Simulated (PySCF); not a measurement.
C3H5NSi2, SMILES C#C[SiH2][SiH2]C#N at its GFN2-xTB optimised geometry (Å):

```
11

C      2.7572     1.1838     0.0000
C      1.5546     1.1838     0.0000
Si    -0.2954     1.1578     0.0100
Si    -0.9671    -1.0360     0.3533
C     -2.7289    -1.1825    -0.2475
N     -3.8099    -1.2274    -0.6270
H      3.8099     1.1910    -0.0060
H     -0.7358     1.7093    -1.2777
H     -0.7236     2.0610     1.0873
H     -1.0433    -1.4691     1.7535
H     -0.2513    -2.0610    -0.4140
```

Calculation: PySCF with PBE0/def2-TZVP. Cells within 0.4 Å of a nucleus heavier than hydrogen are left out (blank, or x).

Map of the HOMO amplitude (bohr^(-3/2)) on the plane z = 0.0 Å; orbital energy -8.45 eV, overall sign arbitrary:

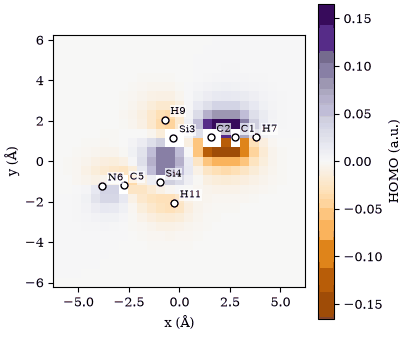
HOMO amplitude (bohr^(-3/2)) on the plane z = 0.0 Å.
